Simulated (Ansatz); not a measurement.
# TaRu: response to strain

Aim: deform TaRu (zz strain of -2 %) and compute stress, forces and field gradients with LAPW, PAW and all-electron datasets made for the crystal.

Method: DFT LDA, scalar-relativistic, in Ansatz 0.2.0.

**1. The starting structure**

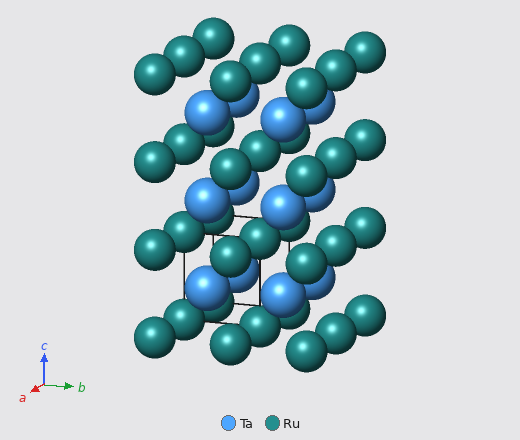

Start, viewed slightly off an axis; tantalum blue, ruthenium teal. 2×2×3 cells are drawn. Atoms on the faces are drawn again on the opposite ones.

Coordinates:

```xyz
2
Lattice="3.0530 0.0000 0.0000 0.0000 3.0530 0.0000 0.0000 0.0000 3.3890" Properties=species:S:1:pos:R:3 pbc="T T T"
Ta    1.5265    1.5265    1.6945
Ru    0.0000    0.0000    0.0000
```

Atoms are numbered in the order of the input: Ta1, Ru2.

**2. After the deformation**

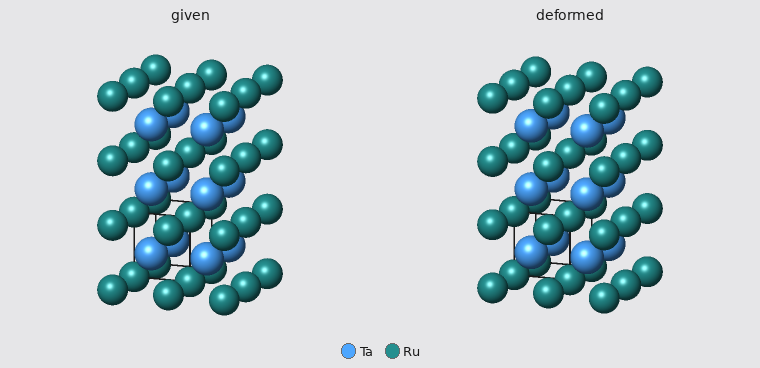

Given and deformed, at one scale.

Space group P4/mmm before, P4/mmm after.

**3. LAPW, all electrons**

input.yaml reads:

```yaml
crystal:
  lattice:
    - [3.053, 0.0, 0.0]
    - [0.0, 3.053, 0.0]
    - [0.0, 0.0, 3.32122]
  atoms:
    - { symbol: Ta, position: [0.5, 0.5, 0.5] }
    - { symbol: Ru, position: [0.0, 0.0, 0.0] }
kpoints:
  mp_grid: { grid: [11, 11, 10] }
  band_path:
    path:
      - [0.0, 0.0, 0.0]
      - [0.0, 0.5, 0.0]
      - [0.5, 0.5, 0.0]
      - [0.0, 0.0, 0.0]
      - [0.0, 0.0, 0.5]
      - [0.0, 0.5, 0.5]
      - [0.5, 0.5, 0.5]
      - [0.0, 0.0, 0.5]
      - [0.0, 0.5, 0.0]
    npoints: 5
scf:
  occupations: { method: fermi_dirac, width: 0.05 }
hamiltonian:
  xc: lda
  pseudopotentials: { kind: all_electron, lapw: { basis_error: 0.0005 } }
output:
  forces: true
  stress: true
  eigenvalues: true
```

Started as:

```bash
$ ansatz run input.yaml --threads 1 --pin off --max-ram 3072MiB --backend cpu --events-out ev --progress --plain --runs-dir out
```

What it wrote, cut to the lines that bear on the results:

```text
LAPW: plane waves up to 8.881 Å⁻¹, error target 5.0e-4 eV per atom; small_component_spin mean_spin; Ru in spheres of 1.326 Å, 32 of its electrons in bands, Dirac shells []; Ta in spheres of 1.398 Å, 43 of its electrons in bands, Dirac shells []
[...]
Pseudopotentials: kind: all_electron
Pseudopotential: Ta, LAPW, valence charge 43, Koelling and Harmon's equation, gaussian nucleus
Pseudopotential: Ru, LAPW, valence charge 32, Koelling and Harmon's equation, gaussian nucleus
Functional definition: SPW92
[...]
Crystal: 2 atoms, lattice volume = 30.956 Å³
Basis set: ecut = 300.48424525635926 eV, 381 PW (Γ), exchange–correlation at level 2
Bands: 45, of which v1, the nominal top of the filled ones, is band 38 counted from 1 (37 counted from 0)
Symmetry: 16 space group operations
Space group: P4/mmm (ITA 123), of the structure as read, at distance tolerance 3.1e-5 Å
k-points: 126 of 1210
[...]
SCF iter   1: F=—  HF=-547496.129491 eV  |F-HF|=—  |Δ(HF+E_count)|=         —  Δρ=5.72e-2  dr2=1.07e0  ethr=1.42e-3  ⟨swp⟩=2.0  Hψ=33901  notcnv=0
[...]
the basis was enlarged: its passes take 494.5 KiB over the memory plan, 1 of 1 planned eigensolver slots
[...]
SCF iter  12: F=-547495.115599 eV  HF=-547495.115599 eV  |F-HF|=3.19e-8  |Δ(HF+E_count)|=   2.27e-8  Δρ=9.08e-6  dr2=4.11e-8  ethr=4.08e-10  ⟨swp⟩=2.0  Hψ=16777  notcnv=0
[...]
NSCF: frozen V_eff on 41 k-points
SCF converged after 12 iterations
Free energy (F): -547495.115599 eV
[...]
E sigma→0 (E₀):  -547495.105953 eV
Entropy (-TS):   -0.019294 eV (-9.647 meV/atom)
Fermi energy:    26.257690 eV
[...]
--- Forces (eV/Å), atoms counted from 1 ---
  atom   1  Ta     0.00000000     0.00000000     0.00000000
  atom   2  Ru     0.00000000     0.00000000     0.00000000
[...]
--- Stress (GPa, compression-positive) ---
       -6.568626      -0.000000       0.000000
       -0.000000      -6.568626      -0.000000
        0.000000      -0.000000      -3.276435
  P = ⅓ Tr σ = -5.4712 GPa (-54.712 kbar)
--- Band table (eV; the first three rows and the last of 126) ---
[...]
```

It took 56 s on 1 thread of Intel Xeon Platinum 8488C (Sapphire Rapids), shared host; peak memory 0.77 GiB.

Result: pressure -5.47 GPa; no gap.

**4. Frozen-core PAW**

input.yaml reads:

```yaml
crystal:
  lattice:
    - [3.053, 0.0, 0.0]
    - [0.0, 3.053, 0.0]
    - [0.0, 0.0, 3.32122]
  atoms:
    - { symbol: Ta, position: [0.5, 0.5, 0.5] }
    - { symbol: Ru, position: [0.0, 0.0, 0.0] }
kpoints:
  mp_grid: { grid: [11, 11, 10] }
scf:
  occupations: { method: fermi_dirac, width: 0.05 }
hamiltonian:
  xc: lda
  pseudopotentials: { kind: paw }
output:
  forces: true
  stress: true
  eigenvalues: true
  efg: { contact_densities: true }
```

Started as:

```bash
$ ansatz run input.yaml --threads 1 --pin off --max-ram 3072MiB --backend cpu --events-out ev --progress --plain --runs-dir out
```

What it wrote, cut to the lines that bear on the results:

```text
Ru, Ta: output.efg is read without spin–orbit coupling, which moves field gradients at and beside such atoms by some per cent and up to a factor of two; PAW files take it under magnetization.noncollinear and magnetization.spin_orbit
[...]
Pseudopotentials: kind: paw
Pseudopotential: Ta, paw, valence charge 13, recommended cutoff 420 eV (normal)
Pseudopotential: Ru, paw, valence charge 16, recommended cutoff 420 eV (normal)
[... 1 set-up line as earlier in the session ...]
[...]
Crystal: 2 atoms, lattice volume = 30.956 Å³
Basis set: ecut = 420 eV, 611 PW (Γ)
Bands: 19, of which v1, the nominal top of the filled ones, is band 15 counted from 1 (14 counted from 0)
[... 2 set-up lines as earlier in the session ...]
k-points: 126 of 1210
[...]
  atom   1  Ta     0.00000000    -0.00000000    -0.00000000
  atom   2  Ru    -0.00000000     0.00000000     0.00000000
[...]
--- Stress (GPa, compression-positive) ---
       -6.677806      -0.000000       0.000000
       -0.000000      -6.677806      -0.000000
        0.000000      -0.000000      -3.414067
  P = ⅓ Tr σ = -5.5899 GPa (-55.899 kbar)
--- PAW observables at the nuclei: V_zz in 10²¹ V/m², potentials from the cell's mean, atoms counted from 1 ---
  atom   1  Ta V_zz =    +0.802302   η = 0.0000   by run symmetry: allowed
            electrostatic potential = -14502.270713 V   contact ρ = 8123788.119906 e/Å³
  atom   2  Ru V_zz =    +1.547788   η = 0.0000   by run symmetry: allowed
            electrostatic potential = -6806.193647 V   contact ρ = 716488.599362 e/Å³
--- Band table (eV; the first three rows and the last of 126) ---
  k-point 0: bands = ["-51.2148", "-46.6812", "-21.2725", "-21.2360", "-21.2360", "-13.1010", "-12.9844", "-12.9844", "12.8559", "15.6154", "15.7878", "19.2024", "19.2024", "19.9292", "22.2036", "23.3547", "26.0242", "26.1384", "26.1384"]
[...]
```

Run time: 4.3 s. Hardware: 1 thread of Intel Xeon Platinum 8488C (Sapphire Rapids), shared host; peak memory 0.48 GiB.

In short: pressure -5.59 GPa; no gap; Vzz Ta1 0.80 (η = 0.00), Ru2 1.55 (η = 0.00) (10²¹ V/m²).

**5. All-electron PAW on datasets made for the crystal**

input.yaml: that of step 4 with these lines changed.

```diff
@@ -14,3 +14,3 @@
   xc: lda
-  pseudopotentials: { kind: paw }
+  pseudopotentials: { kind: all_electron, datasets: crystal }
 output:
```

Started as:

```bash
$ ansatz run input.yaml --threads 1 --pin off --max-ram 3072MiB --backend cpu --events-out ev --progress --plain --runs-dir out
```

What it wrote, cut to the lines that bear on the results:

```text
[...]
band count auto-derived: 21 (N_el = 29.0; filled up to band 15; 19 by the electrons, moments and atoms)
Ru, Ta: output.efg is read without spin–orbit coupling, which moves field gradients at and beside such atoms by some per cent and up to a factor of two; PAW files take it under magnetization.noncollinear and magnetization.spin_orbit
[...]
[... 1 set-up line as earlier in the session ...]
Pseudopotential: Ta, paw, valence charge 27, recommended cutoff 260 eV (normal), Koelling and Harmon's equation, gaussian nucleus
Pseudopotential: Ru, paw, valence charge 16, recommended cutoff 260 eV (normal), Koelling and Harmon's equation, gaussian nucleus
[... 1 set-up line as earlier in the session ...]
[...]
Crystal: 2 atoms, lattice volume = 30.956 Å³
Basis set: ecut = 260 eV, 281 PW (Γ)
Bands: 21, of which v1, the nominal top of the filled ones, is band 15 counted from 1 (14 counted from 0)
[...]
--- Stress (GPa, compression-positive) ---
       -6.569619      -0.000000       0.000000
       -0.000000      -6.569619      -0.000000
        0.000000      -0.000000      -3.276517
  P = ⅓ Tr σ = -5.4719 GPa (-54.719 kbar)
  It holds what live shells' own plane waves past their cutoff add
--- PAW observables at the nuclei: V_zz in 10²¹ V/m², potentials from the cell's mean, atoms counted from 1 ---
  atom   1  Ta V_zz =    +0.748735   η = 0.0000   by run symmetry: allowed
            electrostatic potential = -14496.258901 V   contact ρ = 8119655.864469 e/Å³
  atom   2  Ru V_zz =    +1.626690   η = 0.0000   by run symmetry: allowed
            electrostatic potential = -6802.322827 V   contact ρ = 716508.320785 e/Å³
--- Band table (eV; the first three rows and the last of 126) ---
  k-point 0: bands = ["-46.6130", "-42.1087", "-16.6780", "-16.6408", "-16.6408", "-8.5318", "-8.4159", "-8.4159", "17.4304", "20.1906", "20.3631", "23.7772", "23.7772", "24.5043", "26.7803", "27.9316", "30.6003", "30.7149", "30.7149"]
[...]
```

Run time: 32 s. Hardware: 1 thread of Intel Xeon Platinum 8488C (Sapphire Rapids), shared host; peak memory 1.1 GiB.

In short: pressure -5.47 GPa; no gap; Vzz Ta1 0.75 (η = 0.00), Ru2 1.63 (η = 0.00) (10²¹ V/m²).

**6. Stress and forces compared**

Stress (GPa, compression positive):

```
          method     xx     yy     zz    yz    xz    xy
            LAPW  -6.57  -6.57  -3.28  0.00  0.00  0.00
             PAW  -6.68  -6.68  -3.41  0.00  0.00  0.00
crystal datasets  -6.57  -6.57  -3.28  0.00  0.00  0.00
```

| method | pressure (GPa) | Vzz Ta1 (10²¹ V/m²) | Vzz Ru2 (10²¹ V/m²) | SCF cycles, all passes |
| --- | --- | --- | --- | --- |
| LAPW | -5.47 | – | – | 12 |
| PAW | -5.59 | 0.80 | 1.55 | 6 |
| crystal datasets | -5.47 | 0.75 | 1.63 | 10 |

**7. Results**

| quantity | value |
| --- | --- |
| pressure | LAPW -5.47, PAW -5.59, crystal datasets -5.47 GPa |
| largest shear or deviatoric stress (LAPW) | 2.19 GPa |

In words: The largest part of the stress beyond the pressure is 2.19 GPa in size, in the zz component; the atoms are carried along and not relaxed. No run of the undeformed cell stands beside it, so the pressure holds what the given cell had before the change. PAW: stress within 0.14 GPa of LAPW. Crystal datasets: stress within 0.01 GPa of LAPW. Spin-orbit coupling is left out, though the cell holds Ta; in elements this heavy it can shift bands and gaps by tenths of an eV.
